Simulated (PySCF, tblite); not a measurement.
# C6H10N2Si: infrared bands, NMR shifts and electronic excitations in gas and solvents

Aim: compute the infrared bands, NMR shifts and electronic excitations of C6H10N2Si (`N[SiH2]Nc1ccccc1`), and see what a dielectric continuum does where one was used.

The runs use tblite 0.8.0 and PySCF 2.14.0, with density-fitted response routines of our own; the level of theory stands in each step. All values are computed, except where a source is named. Atoms count from 0, in the outputs and in this text.

## 1. Starting geometry

19 atoms, charge 0, multiplicity 1; geometry from: force field or distance geometry start.

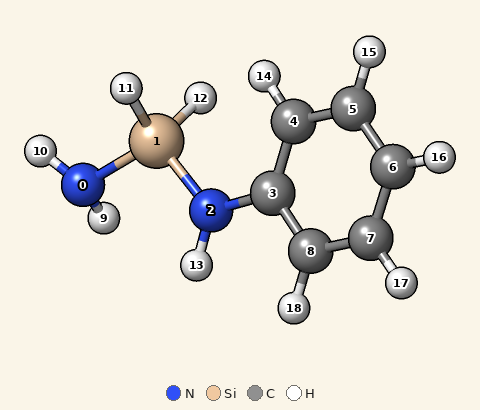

As it starts; nitrogen blue, silicon light orange, carbon grey, hydrogen white, atoms numbered.

## 2. Optimising the geometry with GFN2-xTB

What the job is given:

```
{"job": {"kind": "relax", "xc": "GFN2-xTB", "basis": "xTB"}, "charge": 0, "multiplicity": 1}
N      3.869600     0.066600    -0.511500
Si     2.255000    -0.682600    -0.368300
N      1.034000     0.623000    -0.248500
C     -0.357600     0.356100    -0.063600
C     -0.864300    -0.929700     0.076400
C     -2.213800    -1.119300     0.254400
C     -3.090300    -0.033300     0.323200
C     -2.569400     1.249700     0.205700
C     -1.204700     1.436600     0.011600
H      3.916500     0.622100    -1.366800
H      4.639500    -0.555900    -0.292900
H      2.215900    -1.570400     0.825200
H      1.999600    -1.529200    -1.529200
H      1.387800     1.606400    -0.345800
H     -0.213900    -1.776400     0.021900
H     -2.608900    -2.137000     0.367500
H     -4.152400    -0.167000     0.477900
H     -3.245400     2.087400     0.253100
H     -0.807100     2.462200    -0.082500
```

On the command line:

```console
OMP_NUM_THREADS=1 python probes_run.py task.json out
```

One launch serves the whole session: the jobs run in the order shown.

The program printed:

```text
step      E/eV     max force
  0    -694.97089    2.451
  1    -695.16168    1.201
  2    -695.25024    0.653
  3    -695.28979    0.652
  4    -695.31582    0.356
  5    -695.32803    0.300
  6    -695.33811    0.323
  7    -695.34584    0.215
  8    -695.35139    0.193
  9    -695.35567    0.166
 10    -695.35964    0.173
 11    -695.36326    0.182
 12    -695.36637    0.132
 13    -695.36874    0.130
 14    -695.37067    0.126
 15    -695.37230    0.126
 16    -695.37340    0.073
 17    -695.37433    0.087
 18    -695.37558    0.137
 19    -695.37718    0.155
 20    -695.37873    0.155
 21    -695.37992    0.108
 22    -695.38082    0.082
 23    -695.38176    0.137
 24    -695.38299    0.142
 25    -695.38413    0.116
 26    -695.38495    0.088
 27    -695.38572    0.097
 28    -695.38676    0.145
 29    -695.38805    0.144
 30    -695.38930    0.087
 31    -695.39027    0.066
 32    -695.39105    0.080
 33    -695.39186    0.103
 34    -695.39269    0.081
 35    -695.39333    0.057
 36    -695.39379    0.048
 37    -695.39411    0.045
 38    -695.39430    0.031
 39    -695.39442    0.022
 40    -695.39453    0.027
 41    -695.39468    0.045
 42    -695.39489    0.048
 43    -695.39509    0.028
 44    -695.39522    0.025
 45    -695.39531    0.025
 46    -695.39540    0.030
 47    -695.39549    0.023
 48    -695.39556    0.019
 49    -695.39563    0.017
 50    -695.39570    0.025
 51    -695.39576    0.023
 52    -695.39581    0.018
 53    -695.39584    0.015
 54    -695.39587    0.014
 55    -695.39591    0.017
 56    -695.39594    0.015
 57    -695.39597    0.015
 58    -695.39601    0.018
 59    -695.39606    0.028
 60    -695.39613    0.026
 61    -695.39618    0.014
 62    -695.39622    0.016
 63    -695.39626    0.022
 64    -695.39631    0.026
 65    -695.39638    0.024
 66    -695.39642    0.013
 67    -695.39645    0.012
 68    -695.39648    0.014
 69    -695.39651    0.020
 70    -695.39655    0.018
 71    -695.39657    0.009
```

It took 0.55 s on 1 thread of Arm Neoverse V1, shared host.

The steps of the relaxation: (not every step is listed)

| step | energy from step 0 (eV) | largest force (eV/Å) |
| --- | --- | --- |
| 0 | 0.0000 | 2.4508 |
| 1 | -0.1908 | 1.2014 |
| 2 | -0.2793 | 0.6532 |
| 3 | -0.3189 | 0.6519 |
| 4 | -0.3449 | 0.3557 |
| 5 | -0.3571 | 0.2995 |
| 6 | -0.3672 | 0.3225 |
| 7 | -0.3749 | 0.2154 |
| 8 | -0.3805 | 0.1929 |
| 13 | -0.3978 | 0.1298 |
| 18 | -0.4047 | 0.1372 |
| 23 | -0.4109 | 0.1367 |
| 28 | -0.4159 | 0.1447 |
| 33 | -0.4210 | 0.1035 |
| 38 | -0.4234 | 0.0311 |
| 43 | -0.4242 | 0.0277 |
| 48 | -0.4247 | 0.0190 |
| 53 | -0.4249 | 0.0150 |
| 58 | -0.4251 | 0.0183 |
| 63 | -0.4254 | 0.0221 |
| 66 | -0.4255 | 0.0135 |
| 67 | -0.4256 | 0.0121 |
| 68 | -0.4256 | 0.0144 |
| 69 | -0.4256 | 0.0204 |
| 70 | -0.4257 | 0.0177 |
| 71 | -0.4257 | 0.0094 |

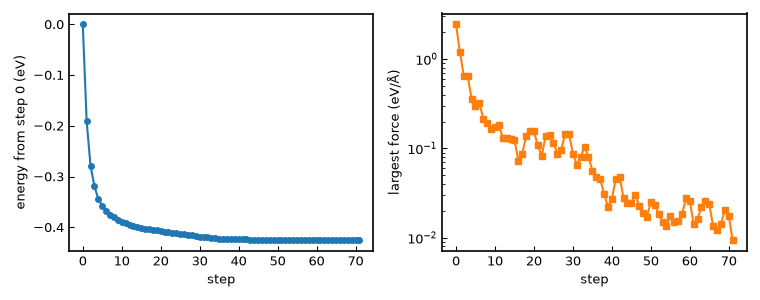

Energy and largest force along the relaxation.

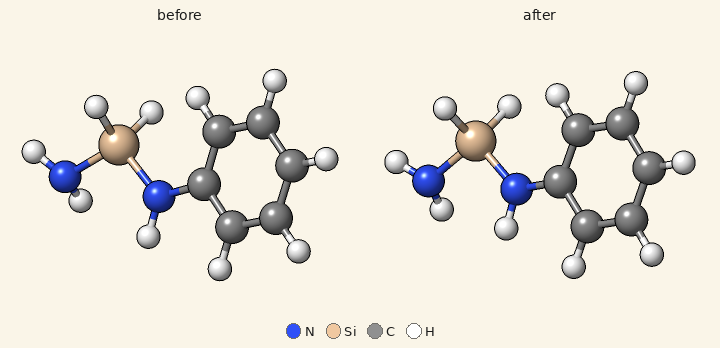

The geometry before (left) and after (right).

Close pairs (by a distance rule), those that changed most:

| bond | before (Å) | after (Å) | change (Å) |
| --- | --- | --- | --- |
| Si1–N2 | 1.792 | 1.728 | -0.064 |
| N0–Si1 | 1.786 | 1.724 | -0.061 |
| N2–C3 | 1.429 | 1.375 | -0.054 |
| N2–H13 | 1.050 | 1.009 | -0.040 |
| Si1–H11 | 1.488 | 1.464 | -0.024 |
| C3–C8 | 1.375 | 1.397 | +0.022 |
| C8–H18 | 1.104 | 1.082 | -0.022 |
| C5–H15 | 1.098 | 1.081 | -0.017 |

The next job starts from the end point, and lists it.

## 3. Harmonic vibrations with GFN2-xTB

What the job is given:

```
{"job": {"kind": "ir", "xc": "GFN2-xTB", "basis": "xTB"}, "charge": 0, "multiplicity": 1}
N      3.695823     0.170614    -0.502838
Si     2.265929    -0.781817    -0.354127
N      1.042219     0.434647    -0.263127
C     -0.310881     0.288228    -0.070162
C     -0.895007    -0.972265     0.053465
C     -2.257276    -1.099479     0.238340
C     -3.068449     0.021265     0.308280
C     -2.498008     1.277395     0.190979
C     -1.136755     1.412485     0.003505
H      3.748123     0.843590    -1.251064
H      4.574620    -0.313561    -0.433248
H      2.430984    -1.536783     0.889068
H      1.966508    -1.676871    -1.483340
H      1.338536     1.399442    -0.270841
H     -0.265757    -1.847025     0.007536
H     -2.691596    -2.084586     0.331340
H     -4.132651    -0.084433     0.454531
H     -3.117996     2.160591     0.246231
H     -0.698169     2.397813    -0.086824
```

The program printed:

```text
mode    cm-1     km/mol
  1      57.2      0.50
  2      72.0      1.55
  3     120.3      0.39
  4     199.4      5.34
  5     216.9      1.68
  6     225.9      9.97
  7     357.6      4.59
  8     376.3      3.14
  9     437.2     99.43
 10     482.4      5.64
 11     528.6      6.54
 12     537.6     43.33
 13     577.1    214.38
 14     589.5      3.83
 15     608.3     75.00
 16     656.4      0.31
 17     732.1    221.64
 18     753.1     42.81
 19     770.7     68.97
 20     808.1    103.68
 21     846.5    185.90
 22     861.4      0.22
 23     870.5      1.29
 24     895.5    156.73
 25     919.8      0.01
 26     922.5      0.02
 27     938.3    169.85
 28     996.8     29.67
 29    1085.9      0.83
 30    1121.9      2.41
 31    1180.4      0.15
 32    1197.0      5.87
 33    1227.2     17.36
 34    1298.2     19.65
 35    1335.0    104.40
 36    1360.9    279.70
 37    1456.2     27.25
 38    1495.0    235.87
 39    1537.8     50.22
 40    1585.8      7.23
 41    1609.4    159.70
 42    2165.1    404.68
 43    2244.9    241.78
 44    3052.9     37.11
 45    3071.8      9.29
 46    3076.0     67.76
 47    3092.0    101.91
 48    3101.1     37.85
 49    3440.3      3.60
 50    3478.5      6.82
 51    3523.9      0.82
```

Wall time 0.75 s (1 thread of Arm Neoverse V1, shared host).

The strongest bands and the atoms that carry them (share of the mass-weighted mode):

| cm⁻¹ | km/mol | atoms |
| --- | --- | --- |
| 577 | 214.4 | H10 26 %, H9 19 %, H11 14 %, N0 14 % |
| 732 | 221.6 | H12 39 %, H11 21 % |
| 846 | 185.9 | H9 27 %, H10 25 %, H12 11 % |
| 938 | 169.8 | N2 25 %, Si1 16 %, C7 12 % |
| 1361 | 279.7 | N2 23 %, H13 16 %, C7 13 %, C3 10 % |
| 1495 | 235.9 | C3 28 %, C7 13 %, C5 12 % |
| 2165 | 404.7 | H12 92 % |
| 2245 | 241.8 | H11 92 % |

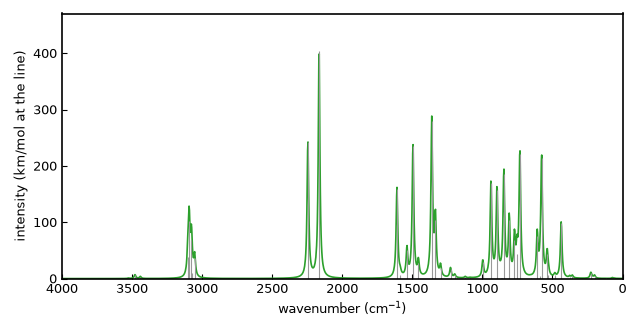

The infrared spectrum from these modes, unscaled. Lines are broadened to a width of 14 cm⁻¹ (Lorentzian).

## 4. Relaxing the molecule at PBE0-D3(BJ)/def2-SVP

What the job is given:

```
{"job": {"xc": "PBE0", "basis": "def2-SVP", "d3": "d3bj", "grid": 1, "shake": 0.01, "kind": "geom"}, "charge": 0, "multiplicity": 1}
N      3.716230     0.145060    -0.498660
Si     2.260250    -0.786340    -0.356280
N      1.022020     0.432330    -0.271780
C     -0.277650     0.290490    -0.073690
C     -0.897820    -0.978950     0.042910
C     -2.261180    -1.094660     0.235950
C     -3.058870     0.019270     0.308520
C     -2.482550     1.282850     0.185930
C     -1.138580     1.417890     0.022860
H      3.745430     0.841150    -1.241040
H      4.565760    -0.316480    -0.424420
H      2.436790    -1.535870     0.895770
H      1.938230    -1.666660    -1.492940
H      1.321850     1.402210    -0.263840
H     -0.270200    -1.857790     0.007800
H     -2.692120    -2.070530     0.338810
H     -4.130710    -0.073320     0.452480
H     -3.127250     2.166430     0.252060
H     -0.700320     2.389980    -0.084530
```

The program printed:

```text
step   0  E = -632.84691938  max force = 0.069367
step   1  E = -632.85685266  max force = 0.015033
step   2  E = -632.85759717  max force = 0.005082
step   3  E = -632.85770618  max force = 0.007736
step   4  E = -632.85811078  max force = 0.006084
step   5  E = -632.85820608  max force = 0.001799
step   6  E = -632.85844267  max force = 0.001825
step   7  E = -632.85851550  max force = 0.002536
step   8  E = -632.85858038  max force = 0.000873
step   9  E = -632.85858567  max force = 0.001111
step  10  E = -632.85859810  max force = 0.001012
step  11  E = -632.85860730  max force = 0.000572
step  12  E = -632.85861259  max force = 0.000345
optimisation converged
```

It took 3.5 min on 1 thread of Arm Neoverse V1, shared host; peak memory 0.76 GiB.

Relaxation path:

| step | energy from step 0 (eV) | largest force component (eV/Å) |
| --- | --- | --- |
| 0 | 0.0000 | 3.5670 |
| 1 | -0.2703 | 0.7730 |
| 2 | -0.2906 | 0.2613 |
| 3 | -0.2935 | 0.3978 |
| 4 | -0.3045 | 0.3129 |
| 5 | -0.3071 | 0.0925 |
| 6 | -0.3136 | 0.0938 |
| 7 | -0.3155 | 0.1304 |
| 8 | -0.3173 | 0.0449 |
| 9 | -0.3175 | 0.0571 |
| 10 | -0.3178 | 0.0520 |
| 11 | -0.3180 | 0.0294 |
| 12 | -0.3182 | 0.0177 |

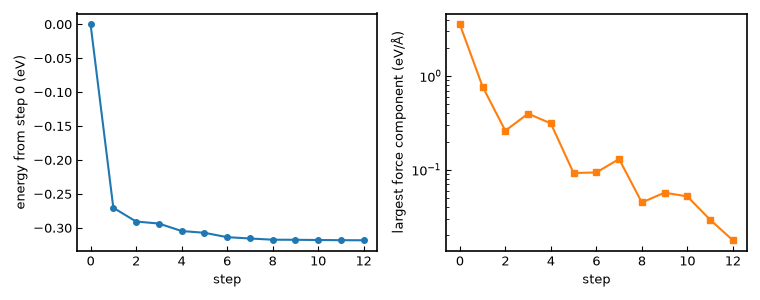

Energy and largest force along the relaxation.

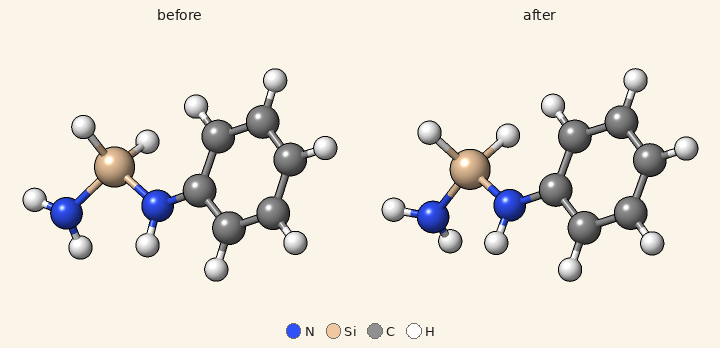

The geometry before (left) and after (right).

Distances of close pairs at the start and the end, largest changes first:

| bond | before (Å) | after (Å) | change (Å) |
| --- | --- | --- | --- |
| N2–C3 | 1.322 | 1.385 | +0.063 |
| N0–H10 | 0.970 | 1.012 | +0.043 |
| C7–C8 | 1.361 | 1.390 | +0.030 |
| Si1–H11 | 1.470 | 1.496 | +0.026 |
| Si1–H12 | 1.473 | 1.496 | +0.023 |
| C8–H18 | 1.072 | 1.094 | +0.022 |
| C5–C6 | 1.372 | 1.394 | +0.022 |
| C5–H15 | 1.072 | 1.093 | +0.021 |

The end geometry stands in the next job.

| at the end point | value |
| --- | --- |
| point group (found at 0.08 Å tolerance) | C1 |
| rotational constants (GHz, main isotopes) | 4.340, 0.675, 0.592 |
| dipole moment (D) | 2.58 |

## 5. Shielding tensors: PBE0/pcSseg-1

What the job is given:

```
{"job": {"kind": "nmr", "xc": "PBE0", "basis": "pcSseg-1"}, "charge": 0, "multiplicity": 1}
N      3.688733     0.136737    -0.910155
Si     2.313860    -0.739622    -0.353146
N      1.067268     0.450919    -0.076696
C     -0.303714     0.300983     0.051042
C     -0.905521    -0.969492     0.106410
C     -2.286871    -1.095744     0.216828
C     -3.106353     0.029495     0.290840
C     -2.516444     1.292792     0.251005
C     -1.138454     1.430420     0.129998
H      3.726525     0.525527    -1.845114
H      4.610597    -0.111908    -0.574152
H      2.769404    -1.453826     0.880103
H      1.742702    -1.751391    -1.295560
H      1.399485     1.401004     0.048355
H     -0.285521    -1.868301     0.069651
H     -2.726793    -2.095582     0.255631
H     -4.189040    -0.076209     0.383784
H     -3.138499     2.189604     0.311436
H     -0.689571     2.427198     0.090743
```

Level: GIAO PBE0/pcSseg-1 NMR shielding, non-relativistic, gas phase.

The program printed:

```text
coarse grid: 16464 points
cycle   1  E = -633.0042372003  dE =  1.303e+00  |g| = 5.568e-01  |ddm| = 4.219e+00
cycle   2  E = -632.9760280715  dE =  2.821e-02  |g| = 6.731e-01  |ddm| = 1.169e+00
cycle   3  E = -633.0773757240  dE = -1.013e-01  |g| = 7.012e-02  |ddm| = 6.079e-01
cycle   4  E = -633.0781801767  dE = -8.045e-04  |g| = 4.049e-02  |ddm| = 1.021e-01
cycle   5  E = -633.0785696073  dE = -3.894e-04  |g| = 1.200e-02  |ddm| = 5.020e-02
cycle   6  E = -633.0786062845  dE = -3.668e-05  |g| = 3.827e-03  |ddm| = 1.560e-02
cycle   7  E = -633.0786098793  dE = -3.595e-06  |g| = 3.596e-04  |ddm| = 3.593e-03
final grid: 154880 points
cycle   8  E = -633.1255921212  dE = -3.650e-05  |g| = 8.773e-03  |ddm| = 5.155e-02
cycle   9  E = -633.1255852935  dE =  6.828e-06  |g| = 1.056e-02  |ddm| = 1.820e-02
cycle  10  E = -633.1256105729  dE = -2.528e-05  |g| = 8.743e-04  |ddm| = 9.401e-03
cycle  11  E = -633.1256107357  dE = -1.628e-07  |g| = 2.906e-04  |ddm| = 1.055e-03
cycle  12  E = -633.1256107539  dE = -1.822e-08  |g| = 9.496e-05  |ddm| = 3.249e-04
cycle  13  E = -633.1256107558  dE = -1.921e-09  |g| = 4.211e-05  |ddm| = 1.357e-04
cycle  14  E = -633.1256107563  dE = -4.620e-10  |g| = 4.874e-06  |ddm| = 4.467e-05
converged SCF energy = -633.1256107563

GIAO shielding tensors (ppm)
atom      isotropic    diamagn.    paramagn.     s11        s22        s33       span
  0 N      254.181     315.687     -61.506    219.933    266.796    275.813     55.881
  1 Si     394.445     880.233    -485.788    361.541    389.603    432.191     70.650
  2 N      180.098     328.228    -148.129    141.854    151.938    246.503    104.649
  3 C       33.448     250.212    -216.764    -59.456     10.920    148.880    208.336
  4 C       66.449     256.403    -189.954    -23.622     57.003    165.967    189.590
  5 C       49.437     252.320    -202.883    -62.420     37.572    173.161    235.581
  6 C       61.978     254.387    -192.408    -43.113     53.010    176.038    219.150
  7 C       49.488     252.863    -203.376    -62.126     38.120    172.470    234.596
  8 C       63.571     254.567    -190.996    -26.666     62.528    154.851    181.517
  9 H       30.874      30.014       0.860     23.591     27.120     41.910     18.319
 10 H       30.641      27.436       3.205     23.616     25.908     42.399     18.782
 11 H       26.221      29.736      -3.515     22.787     24.729     31.146      8.359
 12 H       25.831      30.580      -4.749     21.576     25.885     30.032      8.456
 13 H       28.369      35.484      -7.115     20.270     29.829     35.008     14.738
 14 H       24.601      34.063      -9.462     19.854     24.324     29.627      9.774
 15 H       24.038      29.822      -5.784     20.757     24.377     26.981      6.224
 16 H       24.486      28.686      -4.200     21.373     25.570     26.516      5.143
 17 H       24.044      28.960      -4.916     20.763     24.612     26.759      5.996
 18 H       24.705      32.588      -7.884     20.768     24.301     29.045      8.277
```

Run time: 34 s. Hardware: 1 thread of Arm Neoverse V1, shared host; peak memory 0.97 GiB.

Shifts follow as δ = σ(reference) − σ, with reference shieldings (ppm) from runs at the same level and on the same kind of geometry: 1H TMS 31.27, 13C TMS 184.4, 29Si TMS 352.0, 15N NH3 265.7. The references are single molecules in the gas phase, so shifts against H2O, NH3, PH3, H3PO4 or CFCl3 are not on the usual liquid scales and can be off by tens of ppm. Atoms listed in one row are averaged.

| atoms | environment | σ (ppm) | δ (ppm) | δ scaled to CDCl3 |
| --- | --- | --- | --- | --- |
| C3 | aromatic carbon bearing nitrogen | 33.4 | 151.0 | 146.1 |
| C5, C7 | aromatic CH | 49.5 | 134.9 | 130.5 |
| C6 | aromatic CH | 62.0 | 122.4 | 118.4 |
| C4, C8 | aromatic CH | 65.0 | 119.4 | 115.4 |
| H15, H17 | hydrogen on an aromatic CH | 24.04 | 7.23 | 7.06 |
| H16 | hydrogen on an aromatic CH | 24.49 | 6.78 | 6.64 |
| H14, H18 | hydrogen on an aromatic CH | 24.65 | 6.61 | 6.48 |
| H11, H12 | hydrogen on a silicon bonded to 2 N | 26.03 | 5.24 | – |
| H13 | hydrogen on an aniline-type nitrogen | 28.37 | 2.90 | – |
| H9, H10 | hydrogen on a nitrogen bonded to Si | 30.76 | 0.51 | – |
| N2 | aniline-type nitrogen | 180.1 | 85.6 | – |
| N0 | nitrogen bonded to Si, 2 H | 254.2 | 11.5 | – |
| Si1 | silicon bonded to 2 N, 2 H | 394.4 | -42.5 | – |

The scaled column applies a straight-line fit of computed shieldings to shifts measured in CDCl3 (root-mean-square error 0.21 ppm for H, 2.0 ppm for C).

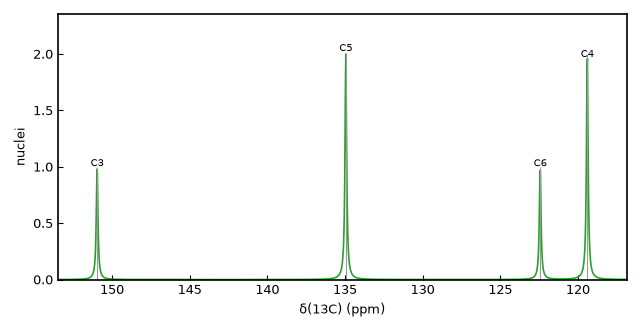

13C lines at the computed shifts, without couplings. Lines are broadened to a width of 0.13 ppm (Lorentzian).

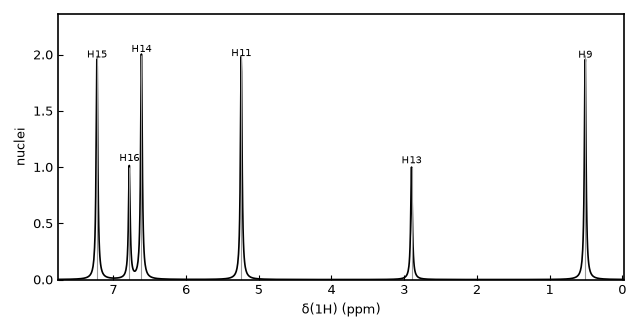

1H lines at the computed shifts, without couplings. Lines are broadened to a width of 0.03 ppm (Lorentzian).

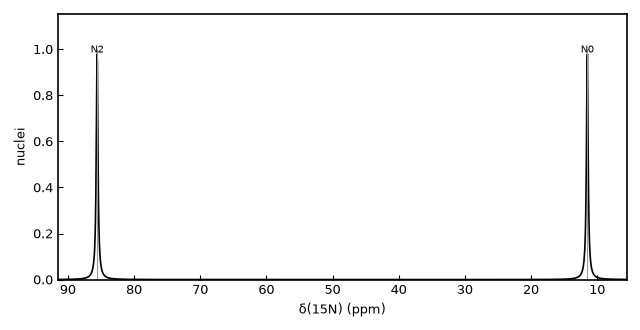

15N lines at the computed shifts, without couplings. Lines are broadened to a width of 0.30 ppm (Lorentzian).

The run also stored atomic charges by several schemes (e):

| atoms | Mulliken | IAO | Hirshfeld | ESP fit |
| --- | --- | --- | --- | --- |
| N0 | -0.65 | -0.84 | -0.32 | -1.05 |
| Si1 | 0.83 | 1.00 | 0.40 | 0.75 |
| N2 | -0.67 | -0.62 | -0.21 | -0.53 |
| C3 | 0.20 | 0.13 | 0.05 | 0.27 |
| C4, C8 | -0.12 | -0.20 | -0.08 | -0.29 |
| C5, C7 | -0.09 | -0.14 | -0.05 | -0.06 |
| C6 | -0.10 | -0.19 | -0.07 | -0.26 |

Hirshfeld charges:

N0 -0.32; Si1 0.40; N2 -0.21; C3 0.05; C4 -0.08; C5 -0.05; C6 -0.07; C7 -0.05; C8 -0.08; H9 0.12; H10 0.12; H11 -0.09; H12 -0.09; H13 0.12; H14 0.04; H15 0.05; H16 0.04; H17 0.05; H18 0.04

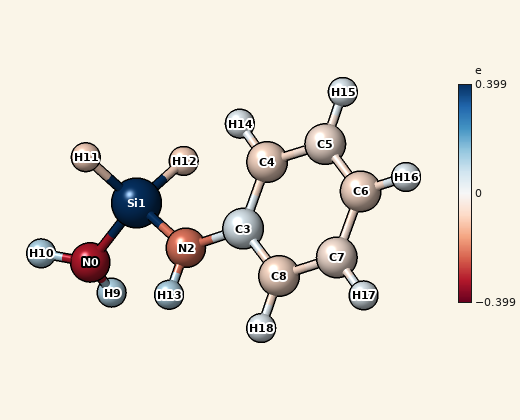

Hirshfeld charges, as colours on the atoms.

Mayer bond orders: N0–Si1 1.05, Si1–N2 0.93, N2–C3 1.06, C3–C4 1.35, C4–C5 1.48, C5–C6 1.42, C6–C7 1.42, C7–C8 1.48, C8–C3 1.35.

Ring of atoms C3, C4, C5, C6, C7, C8: NICS(0) -8.7, NICS(1) -10.5, NICS(1)zz -25.6 ppm (means of both faces).

(Part 1 of 2 ends here.)
